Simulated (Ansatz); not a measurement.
## Run report: CH₈OSi, geometry relaxation

System: CH₈OSi, SMILES C.[SiH3]O.
Method: RKS PBE-D4/def2-SVP (Ansatz 0.2.0).

Figures and captions count atoms from 1; the log counts them from 0 in places.

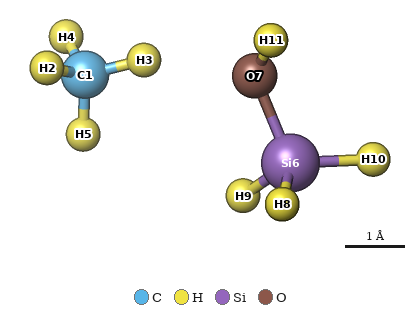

The structure as given in the input (ball-and-stick view, seen at a tilt; atoms are numbered from 1 in the order of the input). Bond lengths as drawn: C–H 1.08 Å, H–O 0.95 Å, H–Si 1.45 to 1.46 Å and O–Si 1.63 Å.

## Summary

| quantity | value |
| --- | --- |
| outcome | converged |
| total energy | −11079.6880 eV |
| mean-field energy | −11079.5668 eV |
| dispersion energy | −0.1212 eV |
| SCF solution under orbital rotations | stable |
| largest force (length of the vector) at the end | 0.013 eV/Å |
| dipole moment | 1.67 D |
| hardware | 4 threads of AMD EPYC, 31 GiB of memory available, shared host |
| wall time | 6.5 s (CPU time 21 s) |
| peak memory | 0.14 GiB |

## Input
```yaml
crystal:
  periodic: [false, false, false]
  atoms:
    - {symbol: C, position_ang: [-0.023200, -0.091300, -2.282500]}
    - {symbol: H, position_ang: [0.770600, 0.621800, -2.467200]}
    - {symbol: H, position_ang: [0.169100, -0.607900, -1.350200]}
    - {symbol: H, position_ang: [-0.064800, -0.806200, -3.096200]}
    - {symbol: H, position_ang: [-0.967600, 0.432700, -2.215400]}
    - {symbol: Si, position_ang: [-0.363300, 0.233500, 2.010300]}
    - {symbol: O, position_ang: [0.873800, -0.406100, 1.171500]}
    - {symbol: H, position_ang: [0.052800, 1.476600, 2.663500]}
    - {symbol: H, position_ang: [-1.343100, 0.443600, 0.957500]}
    - {symbol: H, position_ang: [-0.821900, -0.707300, 3.035200]}
    - {symbol: H, position_ang: [1.717500, -0.589400, 1.573600]}
basis:
  gaussian: {orbitals: def2-SVP}
hamiltonian: {xc: pbe, dispersion: d4}
relax: {f_tol: 0.03, max_steps: 250}
```

Launched with:
```bash
ansatz run in.yaml --threads 4 --pin off --events-out ev --progress --plain --max-ram 9574MiB
```

## What the program printed
```
Functional definition: PBE
  name "PBE"
  cite "Perdew, Burke & Ernzerhof, Phys. Rev. Lett. 77, 3865 (1996) doi:10.1103/PhysRevLett.77.3865"
  parent pbe
  parameter kappa = 0.804
  parameter beta = 0.06672455060314922
  exchange = pbe_x(kappa = kappa, mu = beta*pi^2/3)
  correlation = pbe_c(beta = beta)
961 factors; their error is unknown
mean field evaluation 1: about -11068.6478 eV, gradient 7.2e1 eV
mean field evaluation 2: about -11041.1157 eV, gradient 1.3e2 eV
mean field evaluation 4: about -11079.2734 eV, gradient 7.8e0 eV
mean field evaluation 8: about -11079.4092 eV, gradient 4.7e-2 eV
mean field evaluation 16: about -11079.3611 eV, gradient 3.2e-5 eV
mean field -11079.36112284 eV, -407.1590114037 hartree, gradient 3.2e-5 eV, S^2 0.000000; 0 other end points of the search recorded, 0 dependent functions left out
the calculation of the forces begins
reference -11079.36116145 eV, -407.1590128226 hartree; 18, 18 occupied and 68, 68 virtual orbitals, 961 factors
relax step   1: F+E_penalty+E_count = -11079.48160080 eV  Δ(F+E_penalty+E_count) = +0.000e0 eV  max|allowed force component| = 1.470e0 eV/Å  Δτ_max = 0.0000 Å  (25 SCF iters, accepted)
these checks for a lower state are left out or cut short: starts, cluster_reference, orbital_swaps, neighbouring_geometries, increment
961 factors; their error is unknown
mean field -11079.53168204 eV, -407.1652793388 hartree, gradient 2.0e-5 eV, S^2 0.000000; 0 other end points of the search recorded, 0 dependent functions left out
the calculation of the forces begins
reference -11079.53172063 eV, -407.1652807569 hartree; 18, 18 occupied and 68, 68 virtual orbitals, 961 factors
relax step   2: F+E_penalty+E_count = -11079.65424512 eV  Δ(F+E_penalty+E_count) = -1.726e-1 eV  max|allowed force component| = 7.046e-1 eV/Å  Δτ_max = 0.1948 Å  (27 SCF iters, accepted)
these checks for a lower state are left out or cut short: starts, cluster_reference, orbital_swaps, neighbouring_geometries, increment
961 factors; their error is unknown
mean field -11079.54415100 eV, -407.1657375644 hartree, gradient 1.9e-5 eV, S^2 0.000000; 0 other end points of the search recorded, 0 dependent functions left out
the calculation of the forces begins
reference -11079.54418990 eV, -407.1657389941 hartree; 18, 18 occupied and 68, 68 virtual orbitals, 961 factors
relax step   3: F+E_penalty+E_count = -11079.66569464 eV  Δ(F+E_penalty+E_count) = -1.145e-2 eV  max|allowed force component| = 5.086e-1 eV/Å  Δτ_max = 0.1981 Å  (27 SCF iters, accepted)
these checks for a lower state are left out or cut short: starts, cluster_reference, orbital_swaps, neighbouring_geometries, increment
961 factors; their error is unknown
mean field evaluation 32: about -11079.5936 eV, gradient 1.5e-1 eV
mean field -11079.54311178 eV, -407.1656993739 hartree, gradient 7.2e-6 eV, S^2 0.000000; 0 other end points of the search recorded, 0 dependent functions left out
the calculation of the forces begins
reference -11079.54315080 eV, -407.1657008077 hartree; 18, 18 occupied and 68, 68 virtual orbitals, 961 factors
relax step   4: F+E_penalty+E_count = -11079.66375255 eV  Δ(F+E_penalty+E_count) = +1.942e-3 eV  max|allowed force component| = 3.625e-1 eV/Å  Δτ_max = 0.1408 Å  (28 SCF iters, rejected (line search))
these checks for a lower state are left out or cut short: starts, cluster_reference, orbital_swaps, neighbouring_geometries, increment
961 factors; their error is unknown
mean field -11079.56500468 eV, -407.1665039230 hartree, gradient 1.5e-5 eV, S^2 0.000000; 0 other end points of the search recorded, 0 dependent functions left out
the calculation of the forces begins
reference -11079.56504358 eV, -407.1665053526 hartree; 18, 18 occupied and 68, 68 virtual orbitals, 961 factors
relax step   5: F+E_penalty+E_count = -11079.68638325 eV  Δ(F+E_penalty+E_count) = -2.069e-2 eV  max|allowed force component| = 1.470e-1 eV/Å  Δτ_max = 0.0680 Å  (27 SCF iters, accepted)
these checks for a lower state are left out or cut short: starts, cluster_reference, orbital_swaps, neighbouring_geometries, increment
961 factors; their error is unknown
mean field -11079.56680543 eV, -407.1665700993 hartree, gradient 1.2e-5 eV, S^2 0.000000; 0 other end points of the search recorded, 0 dependent functions left out
the calculation of the forces begins
reference -11079.56684437 eV, -407.1665715303 hartree; 18, 18 occupied and 68, 68 virtual orbitals, 961 factors
relax step   6: F+E_penalty+E_count = -11079.68798569 eV  Δ(F+E_penalty+E_count) = -1.602e-3 eV  max|allowed force component| = 1.279e-2 eV/Å  Δτ_max = 0.0361 Å  (27 SCF iters, accepted)
961 factors; their error is unknown
mean field evaluation 64: about -11079.5668 eV, gradient 1.0e-2 eV
```

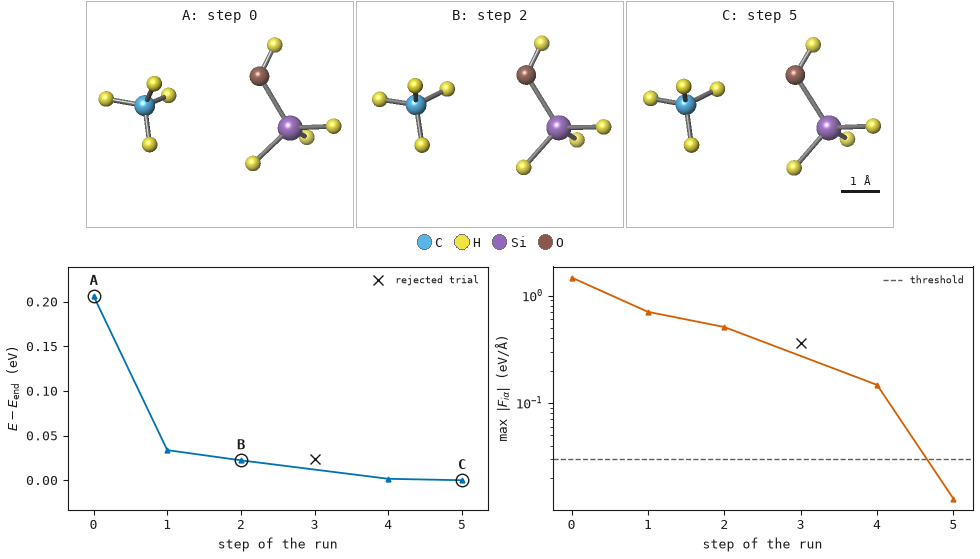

Frames of the relaxation (ball-and-stick view, seen at a tilt) above the curves, on which the letters mark them (the first geometry is step 0 here and step 1 in the log).

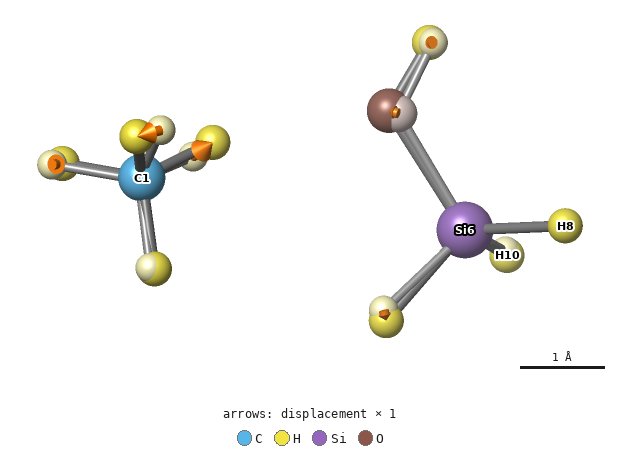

Start (faint) and end (solid) with the displacements as orange arrows, at true length (ball-and-stick view, seen at a tilt). The two geometries are laid on each other by the best rigid fit. The energy falls by 0.206 eV in 5 geometry steps. Largest force component: 1.5 eV/Å at the start, 0.013 eV/Å at the end. The line search rejected the trial step at point 3 (counted from 0) and went back. The atom that moves furthest after the best rigid fit is H3 (0.41 Å). By element the largest moves are H 0.41 Å, O 0.12 Å, C 0.06 Å, Si 0.04 Å. Among the contacts that change: Si6–O7 1.626 → 1.686 Å, Si6–H9 1.453 → 1.498 Å, Si6–H10 1.465 → 1.509 Å, C1–H2 1.083 → 1.107 Å. Among the angles that change: Si6–O7–H11 122.1° → 115.7°, O7–Si6–H9 101.3° → 105.3°, H8–Si6–H9 113.1° → 109.8°. (Atoms are counted from 1 in the order of the input.)

```
mean field -11079.56680543 eV, -407.1665700993 hartree, gradient 1.2e-5 eV, S^2 0.000000; 1 other end points of the search recorded, 0 dependent functions left out
the calculation of the forces begins
reference -11079.56684437 eV, -407.1665715303 hartree; 18, 18 occupied and 68, 68 virtual orbitals, 961 factors
Total energy: -11079.68802462 eV, -407.1710248226 hartree
Atom 0 at     0.016878    -0.047126    -2.272198 Å, force     0.007391     0.000387     0.002671 eV/Å
Atom 1 at     0.690403     0.663701    -2.787457 Å, force    -0.000801    -0.001246    -0.003638 eV/Å
Atom 2 at     0.430772    -0.299098    -1.277423 Å, force    -0.003062     0.000731    -0.006014 eV/Å
Atom 3 at    -0.081948    -0.964857    -2.882451 Å, force     0.002634     0.001510     0.004651 eV/Å
Atom 4 at    -0.979632     0.418709    -2.151618 Å, force    -0.001486    -0.000457     0.001005 eV/Å
Atom 5 at    -0.366689     0.199719     1.986138 Å, force    -0.006156     0.000254    -0.002654 eV/Å
Atom 6 at     0.878403    -0.500602     1.090707 Å, force    -0.012792     0.003316     0.001723 eV/Å
Atom 7 at     0.059398     1.489448     2.643092 Å, force     0.002471    -0.003866    -0.000616 eV/Å
Atom 8 at    -1.459170     0.471207     0.998097 Å, force    -0.002891     0.000574     0.002758 eV/Å
Atom 9 at    -0.876759    -0.721232     3.066682 Å, force     0.003520     0.002188     0.000488 eV/Å
Atom 10 at     1.688245    -0.709871     1.586530 Å, force     0.011172    -0.003391    -0.000375 eV/Å
Dipole moment:     0.187393    -0.026379     0.292381 e Å
```

## Trajectory as extended XYZ (Å, eV, eV/Å), 6 frames, from step=1 to step=6
```
11
Properties=species:S:1:pos:R:3:forces:R:3 step=1 energy=-11079.48160
C    -0.0232   -0.0913   -2.2825    0.0126  -0.0998   0.0004
H     0.7706    0.6218   -2.4672    0.5927   0.5289  -0.1378
H     0.1691   -0.6079   -1.3502    0.1816  -0.3275   0.7100
H    -0.0648   -0.8062   -3.0962   -0.0319  -0.4997  -0.5938
H    -0.9676    0.4327   -2.2154   -0.7368   0.4110   0.0464
Si   -0.3633    0.2335    2.0103   -0.2778   0.1576   0.3623
O     0.8738   -0.4061    1.1715    0.7591  -0.6290  -1.4703
H     0.0528    1.4766    2.6635    0.0227   0.7739   0.4143
H    -1.3431    0.4436    0.9575   -0.8331   0.2570  -0.3994
H    -0.8219   -0.7073    3.0352   -0.4623  -0.4059   0.6226
H     1.7175   -0.5894    1.5736    0.7734  -0.1665   0.4452
11
Properties=species:S:1:pos:R:3:forces:R:3 step=2 energy=-11079.65424
C    -0.0086   -0.0734   -2.2448    0.2424  -0.1164   0.0735
H     0.7576    0.6588   -2.5726   -0.0636  -0.0753   0.0008
H     0.2775   -0.4797   -1.2514   -0.0152   0.0612  -0.1446
H    -0.0844   -0.8920   -2.9875    0.0365   0.0341   0.0371
H    -0.9823    0.4330   -2.1682   -0.1853   0.1045   0.0230
Si   -0.3489    0.2115    1.9676   -0.4859   0.2411   0.3903
O     0.8966   -0.4521    1.1112    0.4866  -0.3496  -0.7046
H     0.0306    1.4943    2.6400    0.0585   0.1859   0.0814
H    -1.4106    0.4641    0.9562   -0.1612   0.0505  -0.0994
H    -0.8734   -0.7095    3.0263   -0.0709  -0.1210   0.1393
H     1.7458   -0.6548    1.5233    0.1580  -0.0151   0.2033
11
Properties=species:S:1:pos:R:3:forces:R:3 step=3 energy=-11079.66569
C     0.0108   -0.0556   -2.2627    0.4479  -0.0270   0.0629
H     0.7133    0.6732   -2.7526   -0.3588  -0.3680   0.2062
H     0.4227   -0.3451   -1.2570   -0.2262   0.1151  -0.5086
H    -0.1060   -0.9577   -2.9121    0.0939   0.2741   0.2213
H    -0.9808    0.4217   -2.1355    0.0487   0.0087   0.0169
Si   -0.3639    0.2028    1.9835   -0.2109   0.1177   0.2158
O     0.8844   -0.4876    1.1119    0.1796  -0.1351  -0.3135
H     0.0346    1.4977    2.6520    0.0204  -0.0312  -0.0191
H    -1.4461    0.4736    0.9805    0.0348  -0.0133   0.0125
H    -0.8987   -0.7174    3.0555    0.0284   0.0101  -0.0184
H     1.7296   -0.7057    1.5366   -0.0577   0.0487   0.1240
11
Properties=species:S:1:pos:R:3:forces:R:3 step=4 energy=-11079.66375 accepted=F
C     0.0293   -0.0387   -2.2896    0.0261   0.0134   0.0111
H     0.6762    0.6469   -2.8693   -0.0271   0.0110  -0.0122
H     0.4827   -0.2245   -1.2982   -0.0210  -0.0077   0.0216
H    -0.0689   -0.9955   -2.8358   -0.0217  -0.0010  -0.0118
H    -0.9719    0.4173   -2.1599    0.0396  -0.0162  -0.0184
Si   -0.3563    0.1865    2.0105   -0.3594   0.1519  -0.2449
O     0.8486   -0.5034    1.0469   -0.0265   0.0401   0.3625
H     0.0758    1.4798    2.6567    0.0717  -0.0506   0.0241
H    -1.4623    0.4677    1.0458   -0.1091   0.0454   0.0003
H    -0.8735   -0.7309    3.0909    0.1128  -0.0375   0.0014
H     1.6202   -0.7052    1.6020    0.3146  -0.1487  -0.1336
11
Properties=species:S:1:pos:R:3:forces:R:3 step=5 energy=-11079.68638
C     0.0125   -0.0509   -2.2696    0.0179  -0.0109   0.0009
H     0.6982    0.6626   -2.7654   -0.0045  -0.0052   0.0112
H     0.4167   -0.3323   -1.2789    0.0121   0.0192  -0.0016
H    -0.0916   -0.9539   -2.9006   -0.0143   0.0063  -0.0017
H    -0.9785    0.4250   -2.1426   -0.0042  -0.0070  -0.0092
Si   -0.3697    0.2020    1.9754    0.0784  -0.0101   0.0928
O     0.8899   -0.4912    1.0953    0.0937  -0.0394   0.0209
H     0.0567    1.4851    2.6457   -0.0237   0.0155  -0.0203
H    -1.4613    0.4753    0.9866    0.0193  -0.0104  -0.0050
H    -0.8729   -0.7221    3.0570   -0.0277  -0.0015  -0.0172
H     1.7000   -0.6996    1.5975   -0.1470   0.0435  -0.0709
11
Properties=species:S:1:pos:R:3:forces:R:3 step=6 energy=-11079.68799
C     0.0169   -0.0471   -2.2722    0.0074   0.0004   0.0027
H     0.6904    0.6637   -2.7875   -0.0008  -0.0012  -0.0036
H     0.4308   -0.2991   -1.2774   -0.0031   0.0007  -0.0060
H    -0.0819   -0.9649   -2.8825    0.0026   0.0015   0.0047
H    -0.9796    0.4187   -2.1516   -0.0015  -0.0005   0.0010
Si   -0.3667    0.1997    1.9861   -0.0062   0.0003  -0.0027
O     0.8784   -0.5006    1.0907   -0.0128   0.0033   0.0017
H     0.0594    1.4894    2.6431    0.0025  -0.0039  -0.0006
H    -1.4592    0.4712    0.9981   -0.0029   0.0006   0.0028
H    -0.8768   -0.7212    3.0667    0.0035   0.0022   0.0005
H     1.6882   -0.7099    1.5865    0.0112  -0.0034  -0.0004
```

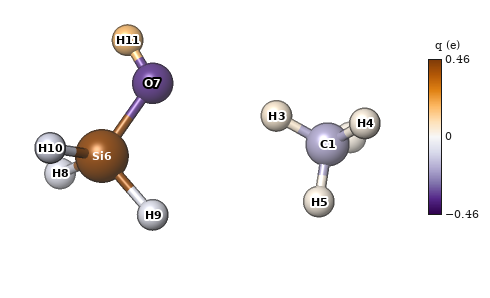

Mulliken charges, as the colour of each atom (ball-and-stick view, seen at an oblique angle; atoms are numbered from 1 in the order of the input; Mulliken charges depend strongly on the basis). By element: C −0.20, H −0.09 to +0.19, Si +0.44 and O −0.36 e.
